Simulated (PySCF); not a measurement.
Molecule: H₆NSi₂, SMILES [SiH3][N][SiH3], doublet. Atoms near the plane z = 0.0 Å, at the PBE0/def2-SVP optimised geometry (x, y, z in Å): Si1 (0.1, 0.9, 0.0), H5 (1.6, 0.9, 0.0), H6 (-0.4, 2.3, 0.0).

Calculation: unrestricted PBE0/def2-TZVP (PySCF). Cells within 0.4 Å of a nucleus heavier than hydrogen are left out (blank, or x). The values are rescaled to run from 0 to 1.

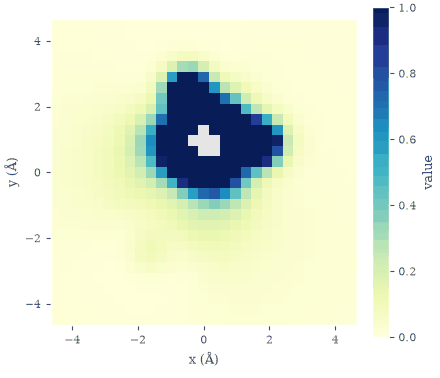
Figure: a field on the plane z = 0.0 Å.

Q: Which quantity is mapped?
(A) Laplacian of the electron density
(B) deformation density (molecule minus spherical neutral atoms)
(C) electrostatic potential
(D) spin density

A: C, electrostatic potential. In full: electrostatic potential (hartree/e), clipped to [-0.08, 0.12].
